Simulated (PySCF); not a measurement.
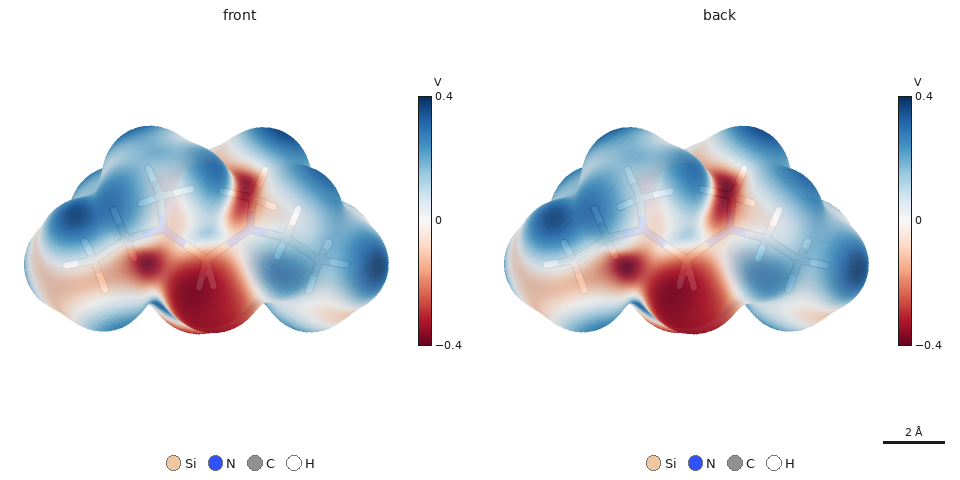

*C₆H₁₈N₂Si. The molecular electrostatic potential painted on the density surface at 0.001 e/bohr³, seen from the front and from behind; red is negative and blue positive.*

Geometry: PBE0-D3(BJ)/def2-SVP.

The calculation used PySCF, PBE0/pcSseg-1, SCF density, gas phase, non-relativistic.

```xyz
27

Si   -0.6775    0.0034   -0.4777
N    -0.6575    0.3059    1.2304
C     0.0130   -0.6114    2.1192
C    -1.4944    1.3012    1.8637
C    -2.7909    0.7666    2.4596
H     0.6035   -0.0654    2.8792
H    -0.6761   -1.2887    2.6601
H     0.7134   -1.2381    1.5461
H    -0.9094    1.8079    2.6570
H    -1.7334    2.0785    1.1188
H    -3.3602    1.5737    2.9466
H    -3.4272    0.3224    1.6778
H    -2.6017   -0.0086    3.2185
N     0.9433   -0.2854   -1.0197
C     1.9913    0.6541   -0.7023
C     1.2841   -1.3093   -1.9828
C     1.4285   -0.8186   -3.4180
H     2.9117    0.1271   -0.3868
H     2.2628    1.3176   -1.5460
H     1.6752    1.2938    0.1360
H     2.2274   -1.7981   -1.6665
H     0.5082   -2.0918   -1.9456
H     1.7164   -1.6442   -4.0876
H     0.4796   -0.3961   -3.7843
H     2.1995   -0.0375   -3.5064
H    -1.3618    1.2149   -1.0394
H    -1.4205   -1.2196   -0.9296
```

Describe the electrostatic potential map.

The most negative region (about −0.4 V) lies over the C, H and N atoms, the most positive (about +0.4 V) over the H atoms.

How polar is the molecule by this calculation?

Its dipole moment is 0.87 D.
